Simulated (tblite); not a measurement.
# C7H13BOSi: the cost of one run

Computed with tblite 0.8.0 and PySCF 2.14.0, with density-fitted response routines of our own, on a single molecule in the gas phase. Atoms are numbered from 0 throughout.

### Step 1. The molecule as given

23 atoms, charge 0, multiplicity 1; geometry from: force field or distance geometry start.

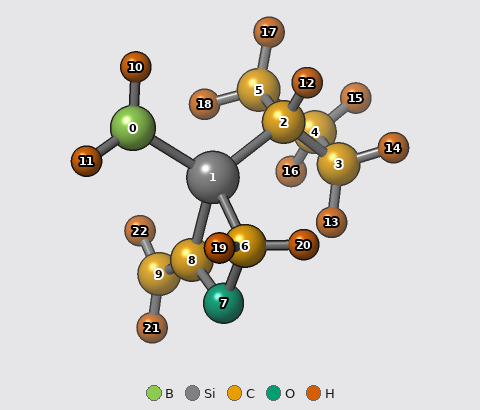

As it starts; boron green, silicon grey, carbon amber, oxygen teal, hydrogen orange, atoms numbered.

### Step 2. Relaxing the molecule with GFN2-xTB

The job: settings as JSON, then the geometry in Å.

```
{"job": {"kind": "relax", "xc": "GFN2-xTB", "basis": "xTB"}, "charge": 0, "multiplicity": 1}
B     -1.144700     2.482500    -0.740400
Si    -0.793200     0.803500     0.135600
C      1.000600     0.472700     0.686300
C      1.261600    -0.941000     1.151700
C      2.213800    -1.159300    -0.001100
C      1.944100     0.262700    -0.488500
C     -2.002700     0.282100     1.265800
O     -2.533400    -0.805700     0.522500
C     -1.637100    -0.647500    -0.604800
C     -1.488400    -1.290300    -1.747800
H     -0.377700     3.366700    -0.650300
H     -2.246100     2.705100    -1.136100
H      1.360500     1.240400     1.410300
H      0.390900    -1.632400     1.113100
H      1.784600    -0.962400     2.141900
H      3.264200    -1.308700     0.330500
H      1.847100    -1.919700    -0.722700
H      2.851000     0.902300    -0.413500
H      1.468800     0.289700    -1.483300
H     -2.771500     1.059900     1.442800
H     -1.563300    -0.074900     2.226000
H     -2.116900    -2.131700    -1.987000
H     -0.716800    -0.967000    -2.440900
```

Launch:

```sh
> OMP_NUM_THREADS=1 python probes_run.py task.json out
```

This one command runs all jobs of the session in turn.

**Question.** How long does this first job take on 1 thread of Intel Xeon at 2.50GHz, shared host?

About 4.8 s.
